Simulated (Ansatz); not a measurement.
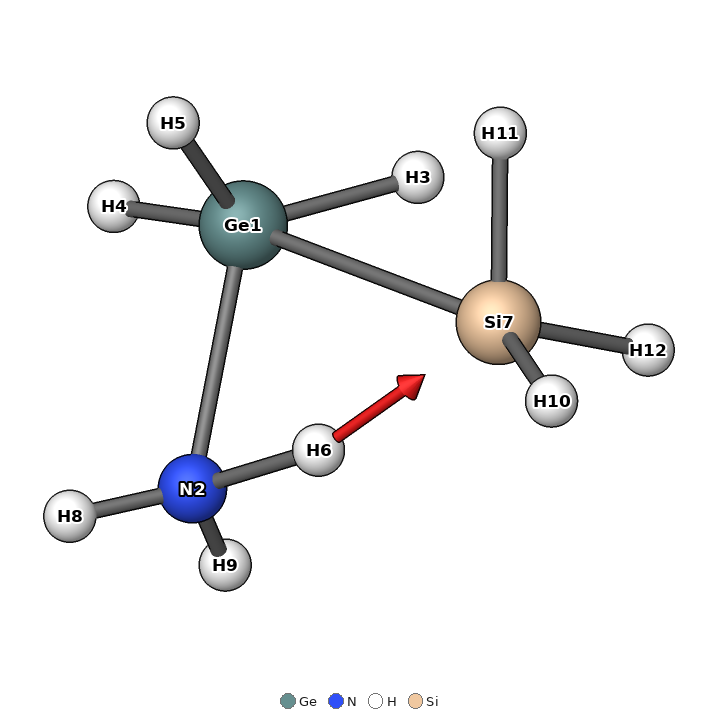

The arrows show one normal mode. Harmonic vibrations computed with RKS PBE0-D4/def2-SVP (Ansatz 0.2.0) at a stationary point of the same level. It is a saddle point of order 1.

Describe the motion.

Answer. Mostly N–H stretching.

At what wavenumber does it lie?

Answer. 1414i cm⁻¹; it is mode 1 of 30 counted from the lowest.
